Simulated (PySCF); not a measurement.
**HF/cc-pVDZ run of GeSi2H6 (SMILES [SiH2]1[SiH2][GeH2]1)**

Aim: the vertical ionisation energy of GeSi2H6 at HF/cc-pVDZ, from 2 runs. Input form: a Python script.

Program for the calculation: PySCF 2.14.0.

**1. The molecule**

GeSi2H6: 9 atoms, total charge 0, spin state singlet. SMILES: `[SiH2]1[SiH2][GeH2]1`. The coordinates come from a PBE0-D4/def2-TZVP relaxation.

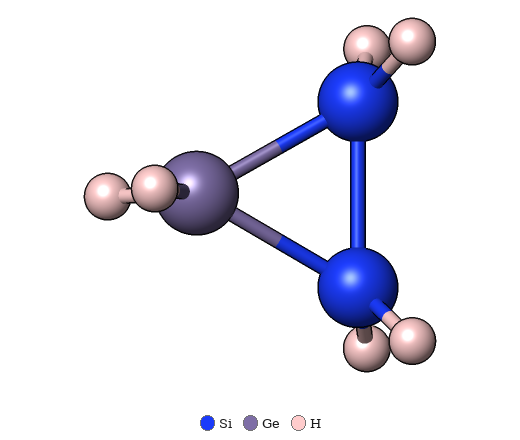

The structure, seen from a chosen angle (silicon blue, germanium purple, hydrogen pink).

**2. A single-point energy at HF/cc-pVDZ**

run.py

```python
from pyscf import gto, scf

mol = gto.Mole()
mol.atom = [
    ('Si', (-1.023500, 0.159700, -0.877500)),
    ('Si', (1.067600, 0.832000, -0.104800)),
    ('Ge', (-0.043700, -0.978400, 0.969600)),
    ('H', (-1.109100, -0.549900, -2.177800)),
    ('H', (-2.192100, 1.037100, -0.621500)),
    ('H', (1.179200, 2.121500, 0.620500)),
    ('H', (2.262100, 0.530400, -0.931600)),
    ('H', (0.492300, -2.396900, 0.757800)),
    ('H', (-0.632900, -0.755400, 2.365200)),
]
mol.max_memory = 1860
mol.verbose = 3
mol.basis = 'cc-pvdz'
mol.build()

calc0 = scf.RHF(mol)
calc0.conv_tol = 1e-10
calc0.kernel()
if not calc0.converged:
    calc0 = calc0.newton().run(calc0.mo_coeff, calc0.mo_occ)

etot = calc0.e_tot
print(f'total energy: {etot:.8f} hartree')
```

Command:

```sh
OMP_NUM_THREADS=1 python run.py
```

Log:

```text
converged SCF energy = -2656.64147516926
total energy: -2656.64147517 hartree
```

Run time: 2.3 s. Hardware: 1 thread of Arm Neoverse V2, shared host; peak memory 0.17 GiB.

**3. The doublet cation, same level**

run.py

```python
from pyscf import gto

mol = gto.Mole()
mol.atom = '''
Si    -1.023500     0.159700    -0.877500
Si     1.067600     0.832000    -0.104800
Ge    -0.043700    -0.978400     0.969600
H     -1.109100    -0.549900    -2.177800
H     -2.192100     1.037100    -0.621500
H      1.179200     2.121500     0.620500
H      2.262100     0.530400    -0.931600
H      0.492300    -2.396900     0.757800
H     -0.632900    -0.755400     2.365200
'''
mol.max_memory = 1860
mol.verbose = 4
mol.charge = 1
mol.basis = 'cc-pvdz'
mol.spin = 1
mol.build()

myscf = mol.UHF()
myscf.conv_tol = 1e-10
myscf.kernel()
if not myscf.converged:
    myscf = myscf.newton().run(myscf.mo_coeff, myscf.mo_occ)

energy = myscf.e_tot
print('Final energy', energy)
```

Command:

```sh
OMP_NUM_THREADS=1 python run.py
```

Log:

```text
PySCF version 2.14.0

[INPUT] num. atoms = 9
[INPUT] num. electrons = 65
[INPUT] charge = 1
[INPUT] spin (= nelec alpha-beta = 2S) = 1
[INPUT] symmetry False subgroup None
[INPUT] Mole.unit = angstrom
[INPUT] Symbol           X                Y                Z      unit          X                Y                Z       unit  Magmom
[INPUT]  1 Si    -1.023500000000   0.159700000000  -0.877500000000 AA   -1.934134688492   0.301789262093  -1.658234674306 Bohr   0.0
[INPUT]  2 Si     1.067600000000   0.832000000000  -0.104800000000 AA    2.017471610586   1.572252135638  -0.198043297854 Bohr   0.0
[INPUT]  3 Ge    -0.043700000000  -0.978400000000   0.969600000000 AA   -0.082581031643  -1.848908040274   1.832278450378 Bohr   0.0
[INPUT]  4 H     -1.109100000000  -0.549900000000  -2.177800000000 AA   -2.095895244755  -1.039160395898  -4.115445554078 Bohr   0.0
[INPUT]  5 H     -2.192100000000   1.037100000000  -0.621500000000 AA   -4.142468637659   1.959834963786  -1.174464786417 Bohr   0.0
[INPUT]  6 H      1.179200000000   2.121500000000   0.620500000000 AA    2.228365046087   4.009053973265   1.172575060293 Bohr   0.0
[INPUT]  7 H      2.262100000000   0.530400000000  -0.931600000000 AA    4.274749466379   1.002310736469  -1.760468857645 Bohr   0.0
[INPUT]  8 H      0.492300000000  -2.396900000000   0.757800000000 AA    0.930312171123  -4.529484547970   1.432034457195 Bohr   0.0
[INPUT]  9 H     -0.632900000000  -0.755400000000   2.365200000000 AA   -1.196007664237  -1.427499114496   4.469580229821 Bohr   0.0

nuclear repulsion = 325.899626140491
number of shells = 34
number of NR pGTOs = 201
number of NR cGTOs = 93
basis = cc-pvdz
ecp = {}

******** <class 'pyscf.scf.uhf.UHF'> ********
method = UHF
initial guess = minao
damping factor = 0
level_shift factor = 0
DIIS = <class 'pyscf.scf.diis.CDIIS'>
diis_start_cycle = 1
diis_space = 8
diis_damp = 0
SCF conv_tol = 1e-10
SCF conv_tol_grad = None
SCF max_cycles = 50
direct_scf = True
direct_scf_tol = 1e-13
number electrons alpha = 33  beta = 32
Set gradient conv threshold to 1e-05
init E= -2656.02709762034
[... the frontier-level lines of each cycle are left out ...]

cycle= 1 E= -2656.26256219325  delta_E= -0.235  |g|= 0.285  |ddm|= 1.52
cycle= 2 E= -2656.34242087305  delta_E= -0.0799  |g|= 0.0979  |ddm|= 0.433
cycle= 3 E= -2656.35114031367  delta_E= -0.00872  |g|= 0.029  |ddm|= 0.112
cycle= 4 E= -2656.35246465543  delta_E= -0.00132  |g|= 0.00687  |ddm|= 0.0499
cycle= 5 E= -2656.35257397023  delta_E= -0.000109  |g|= 0.00269  |ddm|= 0.0154
cycle= 6 E= -2656.35259416567  delta_E= -2.02e-05  |g|= 0.00107  |ddm|= 0.00804
cycle= 7 E= -2656.35259762811  delta_E= -3.46e-06  |g|= 0.000417  |ddm|= 0.00377
cycle= 8 E= -2656.35259815061  delta_E= -5.22e-07  |g|= 0.000174  |ddm|= 0.00151
cycle= 9 E= -2656.35259825138  delta_E= -1.01e-07  |g|= 7.61e-05  |ddm|= 0.000691
cycle= 10 E= -2656.35259827186  delta_E= -2.05e-08  |g|= 1.91e-05  |ddm|= 0.000373
cycle= 11 E= -2656.35259827292  delta_E= -1.07e-09  |g|= 4e-06  |ddm|= 8.36e-05
cycle= 12 E= -2656.35259827297  delta_E= -5.18e-11  |g|= 1.26e-06  |ddm|= 1.48e-05
Extra cycle  E= -2656.35259827296  delta_E= 1.14e-11  |g|= 7.35e-07  |ddm|= 2.64e-06
converged SCF energy = -2656.35259827296  <S^2> = 0.76953519  2S+1 = 2.0194407
Final energy -2656.3525982729634
```

Wall time 3.3 s (1 thread of Arm Neoverse V2, shared host); peak memory 0.19 GiB.

**4. What came out**

Level: HF/cc-pVDZ.

| quantity | value |
| --- | --- |
| singlet GeSi2H6: total energy | -2656.64148 Eh |
| singlet GeSi2H6: dipole moment | 0.14 D |
| singlet GeSi2H6: HOMO energy | -8.81 eV |
| singlet GeSi2H6: LUMO energy | 2.60 eV |
| singlet GeSi2H6: HOMO–LUMO gap | 11.41 eV |
| doublet cation: total energy | -2656.35260 Eh |
| doublet cation: HOMO energy (highest over α and β) | -14.26 eV |
| doublet cation: LUMO energy (lowest over α and β) | -6.96 eV |
| doublet cation: ⟨S²⟩ | 0.770 |
| vertical ionisation energy (to the doublet cation) | 7.861 eV |

The vertical ionisation energy comes to 7.86 eV (181 kcal/mol). The negative HOMO energy of the first species, 8.81 eV, lies 0.95 eV above that difference. Mulliken charges (singlet GeSi2H6) run from -0.07 on H8 to +0.15 on Si1; they depend strongly on the basis. Mulliken charges (doublet cation) run from +0.03 on H8 to +0.28 on Ge3.
